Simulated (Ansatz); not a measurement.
# How AlRu absorbs and reflects light

Aim: the dielectric function of AlRu, and the optical constants that follow from it.

Calculated with Ansatz 0.2.0; DFT, PBE, plane-wave PAW, default files, scalar-relativistic, independent-particle optical response without local fields.

## (1) The starting structure

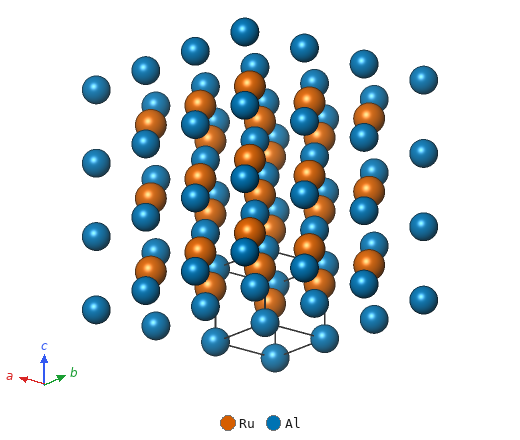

The starting structure, seen from a free direction (ruthenium orange, aluminium blue). 3×3×3 cells are drawn. Some periodic images of atoms are drawn too.

## (2) Ground state and bands

First the ground state: is it a metal or has it a gap?

This step: DFT, PBE, plane-wave PAW, default files, scalar-relativistic, ground state (Ansatz 0.2.0).

Input file input.yaml:

```yaml
crystal:
  lattice:
    - [2.9916, 0.0, 0.0]
    - [0.0, 2.9916, 0.0]
    - [0.0, 0.0, 2.9916]
  atoms:
    - { symbol: Ru, position: [0.5, 0.5, 0.5] }
    - { symbol: Al, position: [0.0, 0.0, 0.0] }
kpoints:
  mp_grid: { grid: [8, 8, 8] }
  band_path:
    path:
      - [[0.0, 0.0, 0.0], [0.0, 0.5, 0.0], [0.5, 0.5, 0.0], [0.0, 0.0, 0.0], [0.5, 0.5, 0.5], [0.0, 0.5, 0.0]]
      - [[0.5, 0.5, 0.0], [0.5, 0.5, 0.5]]
    npoints: 10
scf:
  occupations: { method: fermi_dirac, width: 0.05 }
  n_extra_bands: 6
hamiltonian:
  xc: pbe
  pseudopotentials: { kind: paw }
output:
  forces: true
  stress: true
  populations: true
  write_bands: true
  write_density: true
  write_potential: true
  elf: true
  volumetric_format: npy
```

Launch:

```console
$ ansatz run input.yaml --threads 4 --pin off --max-ram 8192MiB --backend cpu --events-out ev --progress --plain --runs-dir out
```

Numbers of over 12 decimals in the logs are rounded to 6 here.

Output:

```text
scf.n_extra_bands = 6 over 10 filled bands (N_el = 19.0): the run solves 16 bands
Engine: ansatz 0.2.0, x86_64-unknown-linux-gnu
Pseudopotentials: kind: paw
Pseudopotential: Ru, paw, valence charge 16, recommended cutoff 420 eV (normal), Ru.paw.azcp
Pseudopotential: Al, paw, valence charge 3, recommended cutoff 420 eV (normal), Al.paw.azcp
Functional definition: PBE
  parameter kappa = 0.804
  parameter beta = 0.066725
  exchange = pbe_x(kappa = kappa, mu = beta*pi^2/3)
  correlation = pbe_c(beta = beta)
Crystal: 2 atoms, lattice volume = 26.774 Å³
Basis set: ecut = 420 eV, 485 PW (Γ), exchange–correlation on 40×40×40 points (8 copies of the dense FFT grid, shifted against one another)
Bands: 16, of which v1, the nominal top of the filled ones, is band 10 counted from 1 (9 counted from 0)
Symmetry: 48 space group operations
Space group: Pm-3m (ITA 221), of the structure as read, at distance tolerance 3.0e-5 Å
k-points: 35 of 512
Non-local potential: Ru, projectors of the file, l = 0: 3, l = 1: 2, l = 2: 2, l = 3: 1
Non-local potential: Al, projectors of the file, l = 0: 2, l = 1: 2, l = 2: 1
PAW form: soft (Blöchl's): semilocal exchange-correlation on the pseudo side does not see the compensation charge
PAW one-centre angular grid: Ru, 590 points (default); XC on 64 Gauss nodes
PAW one-centre angular grid: Al, 110 points (default); XC on 64 Gauss nodes
Initial density: superposition of atomic densities (neutral atoms: chi_scale 0, normalization atom), corrected by the library's trained network
Initial wavefunctions: pseudopotential atomic-orbital guess
Functional: x = pbe(κ = 0.804, μ = 0.219515), c = pbe(β = 0.066725)
SCF iter   1: F=—  HF=-6417.437287 eV  |F-HF|=—  |Δ(HF+E_count)|=         —  Δρ=2.25e-3  dr2=1.06e-3  ethr=1.77e-3  ⟨swp⟩=5.3  Hψ=3059  notcnv=0  defer=16
preconditioner: auto → none  [metal: Δε(μ)=0.084 eV  Ē_g=10.964 eV  σ=0.050 eV  W_gap=0.40  n_scr=6 (ndim 8)  ℏωp=23.8 eV  f_vac=0.000  D(μ)=2.43/eV (n_scr^D=26)  sad-step TF]
SCF iter   2: F=—  HF=-6417.436932 eV  |F-HF|=—  |Δ(HF+E_count)|=   3.55e-4  Δρ=1.42e-3  dr2=5.35e-4  ethr=5.59e-6  ⟨swp⟩=2.0  Hψ=901  notcnv=0  defer=21
SCF iter   3: F=—  HF=-6417.436846 eV  |F-HF|=—  |Δ(HF+E_count)|=   8.58e-5  Δρ=3.02e-4  dr2=1.10e-5  ethr=2.81e-6  ⟨swp⟩=1.4  Hψ=562  notcnv=0  defer=21
SCF iter   4: F=—  HF=-6417.436735 eV  |F-HF|=—  |Δ(HF+E_count)|=   1.12e-4  Δρ=9.14e-5  dr2=1.09e-6  ethr=5.81e-8  ⟨swp⟩=2.5  Hψ=741  notcnv=0  defer=21
iter 5 did not close the SCF: its close was put off for the readings that it lacked (scf_convergence_deferred on its scf_iter line)
SCF iter   5: F=-6417.436734 eV  HF=-6417.436734 eV  |F-HF|=2.31e-8  |Δ(HF+E_count)|=   1.92e-7  Δρ=2.46e-5  dr2=4.30e-8  ethr=5.76e-9  ⟨swp⟩=2.4  Hψ=800  notcnv=0  defer=21
SCF iter   6: F=-6417.436734 eV  HF=-6417.436734 eV  |F-HF|=1.17e-9  |Δ(HF+E_count)|=   1.47e-8  Δρ=5.76e-6  dr2=2.33e-9  ethr=2.26e-10  ⟨swp⟩=8.7  Hψ=3037  notcnv=0
SCF 1 converged in 6 iterations: F = -6417.436734 eV  dr2 = 2.33e-9
  greatest PAW one-centre occupation: 0.998 electrons in one spin orbital (limit 2), on the Ru atom at site 0 (counted from 0), in its partial waves of l = 0
NSCF: frozen V_eff on 62 k-points
SCF converged after 6 iterations
Free energy (F): -6417.436734 eV
Harris-Foulkes:  -6417.436734 eV  (|F-HF|=1.17e-9)
Internal energy: -6417.417543 eV  (E = F + TS)
E sigma→0 (E₀):  -6417.427139 eV
Entropy (-TS):   -0.019191 eV (-9.596 meV/atom)
Fermi energy:    16.180233 eV
--- Per-component energies (eV) ---
  E_band       = -119.406083
  E_kinetic    = 543.514073
  E_local      = -1798.678534  (includes V_loc(G=0)·N_el)
  E_nonlocal   = 354.752674
  E_hartree    = 639.379683
  E_xc         = -232.275693
  E_vxc        = -270.790869  (∫ρ·V_xc dr)
  E_paw        = -3929.285797  (= ΣΔE_a)
  E_vpaw       = -226.961586  (= ΣTr[D̂ρ^β])
  E_aug_tail   = -0.000174  (compensation charges beyond the density's cutoff)
  E_ewald      = -1994.823776
  E_smearing   = -0.019191  (= −TS)
  E_closure    = -0.000000  (closes the sum)
  Σ components = -6417.436734   (vs F -6417.436734, Δ=0.00e0)
--- Forces (eV/Å), atoms counted from 1 ---
  atom   1  Ru     0.00000000     0.00000000    -0.00000000
  atom   2  Al    -0.00000000     0.00000000    -0.00000000
  max |Σ_I F_I| component: 1.82e-29 eV/Å
--- Stress (GPa, compression-positive) ---
        2.943551       0.000000       0.000000
       -0.000000       2.943551       0.000000
        0.000000       0.000000       2.943551
  P = ⅓ Tr σ = 2.9436 GPa (29.436 kbar)
--- Band table (eV; the first three rows and the last of 35) ---
  k-point 0: bands = [... 6 lower, 12.5606, 16.3157, 16.3157, 16.3157, 22.1991, 22.1991, 22.1991, 27.0503, ... 2 higher]
  k-point 1: bands = [... 6 lower, 12.6643, 15.9675, 15.9675, 16.3517, 20.9645, 22.7737, 22.7737, 26.4186, ... 2 higher]
  k-point 2: bands = [... 6 lower, 12.9320, 15.2846, 15.2846, 16.4403, 19.2328, 24.1388, 24.1388, 25.1075, ... 2 higher]
  k-point 34: bands = [... 6 lower, 11.4965, 17.7650, 17.7650, 18.6981, 20.2479, 20.2479, 20.2479, 24.6633, ... 2 higher]
--- Löwdin populations: 2 sites ---
  site symbol       q [e]
     0     Ru     16.0248
     1     Al      2.8808
  spilling = 0.004969 (of n_electrons = 19.000000)
```

It took 0.42 s on 4 threads of Intel Xeon 6975P-C (Granite Rapids), shared host; peak memory 0.35 GiB.

The column dr2 measures how far the density is from self-consistency, as an energy; F and HF (Harris–Foulkes) agree once it is small.

Numbers from this step:

* free energy: -6417.4367 eV
* Fermi energy: 16.18 eV
* electrons: 19
* symmetry operations: 48
* pressure: 2.944 GPa
* volume: 26.77 Å³
* gap on the path: 0 eV

There are states at the Fermi level within the smearing, so the occupations stay smeared and the carriers get a Drude term. The cell is left with a pressure of 2.9 GPa, as it stands unrelaxed at this level.

Electronic bands along the path, in eV, zero at the Fermi level; # counts the bands kept:

```
    point     #2     #3     #4     #5     #6    #7    #8     #9
        Γ  -3.62  -3.62   0.14   0.14   0.14  6.02  6.02   6.02
        X  -5.55  -2.82  -1.65  -1.65   0.39  2.25  7.34  10.92
        M  -3.11  -1.43  -1.43  -1.21  -1.21  1.49  5.26   6.19
        Γ  -3.62  -3.62   0.14   0.14   0.14  6.02  6.02   6.02
        R  -4.68  -4.68   1.58   1.58   2.52  4.07  4.07   4.07
        X  -5.55  -2.82  -1.65  -1.65   0.39  2.25  7.34  10.92
jump to M  -3.11  -1.43  -1.43  -1.21  -1.21  1.49  5.26   6.19
        R  -4.68  -4.68   1.58   1.58   2.52  4.07  4.07   4.07
```

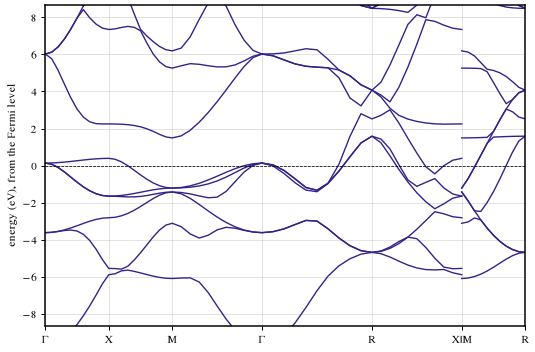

Electronic bands along the path.

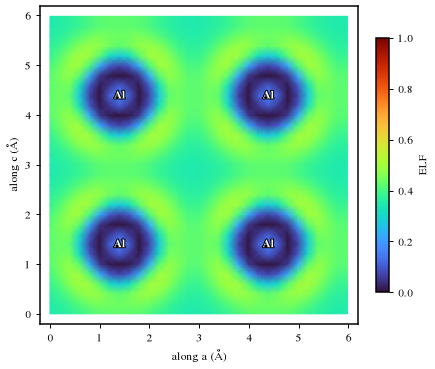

ELF in the ac plane at fractional y = 0.000, with atoms of Al within 0.2 Å of it. It is the smooth field of the valence electrons, not physical close to the nuclei. The map starts off the cell's origin, so that atoms lie inside it.

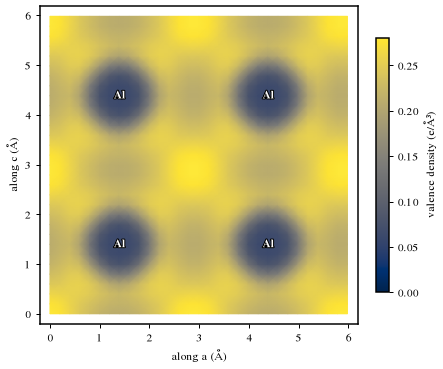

Valence density in the ac plane at fractional y = 0.000, with atoms of Al within 0.2 Å of it. It is the smooth field of the valence electrons, not physical close to the nuclei. The map starts off the cell's origin, so that atoms lie inside it.

## (3) Spectrum

With the density converged, the vertical transitions are summed over the zone.

This step: DFT, PBE, plane-wave PAW, default files, scalar-relativistic, independent-particle optical response without local fields (Ansatz 0.2.0).

input.yaml, the sections that differ from step 2:

```yaml
kpoints:
  mp_grid: { grid: [10, 10, 10] }
scf:
  occupations: { method: fermi_dirac, width: 0.05 }
output:
  optics:
    e_range: [0, 20]
    de: 0.05
    sigma: 0.15
    drude_damping: 0.1
    nscf_kmesh: { grid: [12, 12, 12] }
    bands: { spectra_wanted_up_to: 20 }
# crystal, hamiltonian: as in step 2
```

Output:

```text
[...]
Crystal: 2 atoms, lattice volume = 26.774 Å³
Basis set: ecut = 420 eV, 485 PW (Γ)
Bands: 14, of which v1, the nominal top of the filled ones, is band 10 counted from 1 (9 counted from 0)
[... 1 set-up line as in the run before ...]
[...]
k-points: 56 of 1000
[...]
SCF iter   1: F=—  HF=-6417.476346 eV  |F-HF|=—  |Δ(HF+E_count)|=         —  Δρ=3.82e-3  dr2=4.96e-3  ethr=1.77e-3  ⟨swp⟩=5.1  Hψ=4204  notcnv=0
[...]
SCF iter   7: F=-6417.475181 eV  HF=-6417.475181 eV  |F-HF|=0.00e0  |Δ(HF+E_count)|=  6.28e-11  Δρ=2.59e-7  dr2=4.39e-12  ethr=1.00e-12  ⟨swp⟩=2.3  Hψ=2590  notcnv=0
SCF 1 converged in 7 iterations: F = -6417.475181 eV  dr2 = 4.39e-12
[...]
NSCF: frozen V_eff on 84 k-points
output.optics: what the bands over the 28 summed would add to eps1, eps2 and the energy-loss function is held between a lower and an upper bound (6 Lanczos steps). eps1, eps2 and their loss function (loss_summed_bands) are given on every row as the summed bands alone make them. Along an axis, on a row where the two bounds hold the loss function to about 1 % of the greater of itself and 0.5 % of |1/eps|, its cell (loss_completed) is given, with the completed eps1 and eps2 that it is formed of (a cell that is left empty reads nan in the table and null in the record). The two bounds hold it so along every axis on all 400 rows up to 20.000 eV. [rest of the remark cut]
SCF converged after 7 iterations
Free energy (F): -6417.475181 eV
[...]
Internal energy: -6417.460983 eV  (E = F + TS)
E sigma→0 (E₀):  -6417.468082 eV
Entropy (-TS):   -0.014198 eV (-7.099 meV/atom)
Fermi energy:    16.131500 eV
[...]
--- Band table (eV; the first three rows and the last of 56) ---
  k-point 0: bands = [... 6 lower, 12.5422, 16.2878, 16.2878, 16.2878, 22.2011, 22.2011, 22.2011, 27.0469]
  k-point 1: bands = [... 6 lower, 12.6091, 16.0562, 16.0562, 16.3112, 21.3340, 22.5778, 22.5778, 26.6282]
  k-point 2: bands = [... 6 lower, 12.7924, 15.5375, 15.5375, 16.3731, 19.8441, 23.5330, 23.5330, 25.6520]
  k-point 55: bands = [... 6 lower, 11.4851, 17.7343, 17.7343, 18.7056, 20.2444, 20.2444, 20.2444, 24.6492]
```

The job ended after 7.7 s (4 threads; peak memory 1.1 GiB).

Numbers from this step:

| Quantity | Value |
| --- | --- |
| main peak of the optical conductivity above 1 eV, first axis | 9.021 eV |
| Drude plasma energy, first axis | 7.749 eV |
| bands summed | 28 |
| spectra valid up to | 29.46 eV |
| program's estimate of the k-sum error in Im epsilon | 0.05 % |
| electrons in the f-sum | 13.86 |

The Im ε, any direction has structure finer than the step of the table below, so its rows give means over 1 eV, whole bins alone (the curve runs from 0.3 to 20 eV). Peaks (eV: height): 3.8: 12.5, 6.6: 10.8, 9.0: 11.1.

Table of Im ε, any direction by photon energy; means over each step:

```
photon energy (eV)  Im ε, any direction
                 1                 14.0
                 2                 4.80
                 3                 11.3
                 4                 10.7
                 5                 4.49
                 6                 4.88
                 7                 7.92
                 8                 8.79
                 9                 10.3
                10                 6.61
                11                 4.12
                12                 2.70
                13                 1.79
                14                 1.86
                15                 1.36
                16                 1.11
                17                0.878
                18                0.830
                19                0.835
```

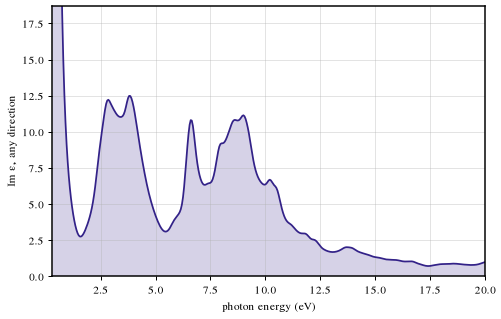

Im ε, any direction against photon energy. Below 1 eV the curve runs off the scale.

The Re ε, any direction by photon energy:

```
photon energy (eV)  Re ε, any direction
                 1                -52.8
                 2               -0.756
                 3                 2.63
                 4                -1.03
                 5               -0.376
                 6                 4.99
                 7                 1.35
                 8                 3.27
                 9                -1.29
                10                -2.84
                11                -3.81
                12                -2.83
                13                -1.83
                14                -1.56
                15                -1.27
                16               -0.926
                17               -0.751
                18               -0.294
                19               -0.236
                20              -0.0970
```

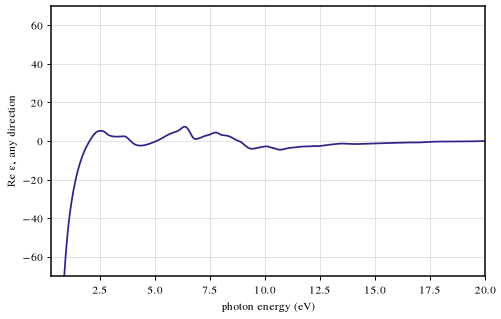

Re ε, any direction, plotted against photon energy. Below 1 eV the curve runs off the scale.

The reflectivity at normal incidence, any direction has structure finer than the step of the table below, so its rows give means over 2 eV, whole bins alone (the curve runs from 0.3 to 20 eV). Peaks (eV: height): 4.2: 47.4, 6.7: 39.2, 10.8: 57.9.

The reflectivity at normal incidence, any direction by photon energy; means over each step:

```
photon energy (eV)  reflectivity at normal incidence, any direction (%)
                 2                                                 58.4
                 4                                                 42.4
                 6                                                 26.4
                 8                                                 35.5
                10                                                 51.4
                12                                                 54.2
                14                                                 44.4
                16                                                 41.5
                18                                                 29.8
```

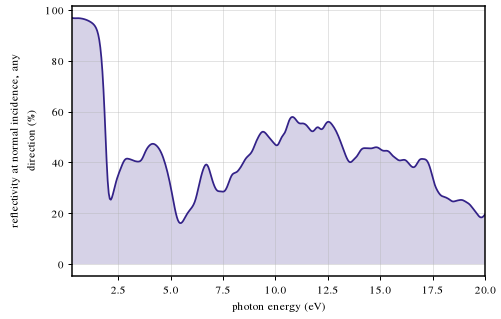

Reflectivity at normal incidence, any direction, plotted against photon energy.

The refractive index n and extinction k by photon energy:

```
photon energy (eV)      n      k
                 1  0.545   7.29
                 2   1.31   1.57
                 3   2.72   2.18
                 4   2.32   2.53
                 5   1.39   1.52
                 6   2.40  0.877
                 7   2.06   1.70
                 8   2.55   1.80
                 9   2.23   2.50
                10   1.44   2.21
                11  0.883   2.14
                12  0.737   1.84
                13  0.576   1.47
                14  0.678   1.42
                15  0.536   1.25
                16  0.516   1.09
                17  0.445  0.974
                18  0.551  0.773
                19  0.559  0.741
                20  0.672  0.740
```

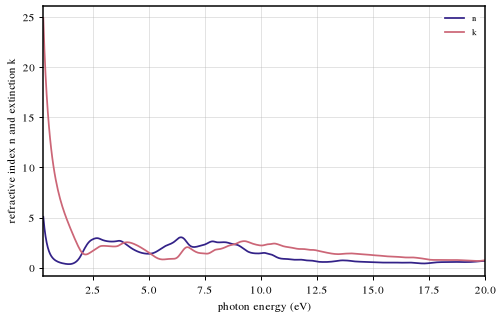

Refractive index n and extinction k, plotted against photon energy.

Values under 1 per cm are given as 1. Absorption coefficient, any direction against photon energy:

```
photon energy (eV)  absorption coefficient, any direction (1/cm)
              1.00                                         7.4e5
              2.00                                         3.2e5
              3.00                                         6.6e5
              4.00                                         1.0e6
              5.00                                         7.7e5
              6.00                                         5.3e5
              7.00                                         1.2e6
              8.00                                         1.5e6
              9.00                                         2.3e6
             10.00                                         2.2e6
             11.00                                         2.4e6
             12.00                                         2.2e6
             13.00                                         1.9e6
             14.00                                         2.0e6
             15.00                                         1.9e6
             16.00                                         1.8e6
             17.00                                         1.7e6
             18.00                                         1.4e6
             19.00                                         1.4e6
             20.00                                         1.5e6
```

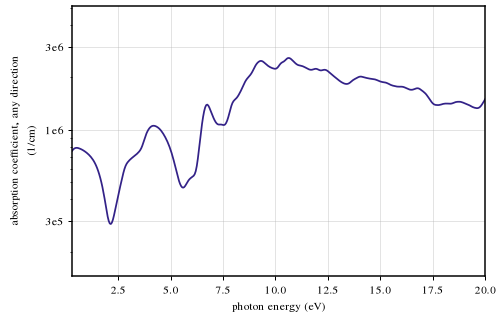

Absorption coefficient, any direction, plotted against photon energy.

At chosen wavelengths:

```
wavelength (nm)     n      k  R (%)    1/α
           1550  0.79  9.467   96.6  13 nm
            800  0.37  3.691   90.3  17 nm
            633  1.14  1.707   39.2  30 nm
            405  2.68  2.172   41.3  15 nm
            365  2.61  2.117   40.4  14 nm
            248  1.39  1.518   30.7  13 nm
            193  3.03  1.407   33.5  11 nm
```

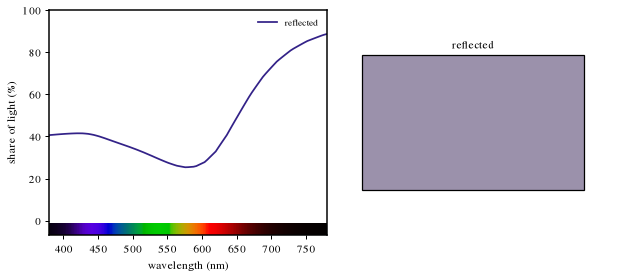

Light reflected across the visible range, with the colour that it makes of daylight (sRGB).

In reflection the computed colour is violet: x = 0.298, y = 0.290, luminous reflectivity 30 %.

## (4) What came out

```yaml
gap_on_the_path: 0 eV
main_peak_of_the_optical_conductivity_above_1_ev_first_axis: 9.02 eV
drude_plasma_energy_first_axis: 7.75 eV
```

In words: At this level (PBE, independent particles) AlRu is a metal with a Drude plasma energy of 7.7 eV; it reflects 28 % at 550 nm. Along x the bare Drude plasma energy is 7.7 eV; Re ε first rises through zero at 2.04 eV, far lower, because interband transitions screen the carriers. Im ε is 4.3 there, so the loss peak at that energy is weak. In reflection the computed colour is violet: x = 0.298, y = 0.290, luminous reflectivity 30 %. In the base run ε includes the program's bounded estimate of what the bands above those summed add. The carriers' damping of 0.1 eV is typed, not computed; at 0.8 eV the carriers give 77 % of Im ε along the first axis; the rest comes from the sum over bands, which at low energy also holds close bands and the noise of the mesh. The Fermi-Dirac width of 0.05 eV acts as an electron temperature of 580 K in the carriers' term.

[Logs are printed without paths, hosts, clocks, repeated set-up lines and the standing remarks that a program may print on its own settings, such as how far it seeks lower states.]

[Hosts, paths, dates, database ids (printed as entryN), source tags and the programs' standing remarks are cut or masked in the printed files.]
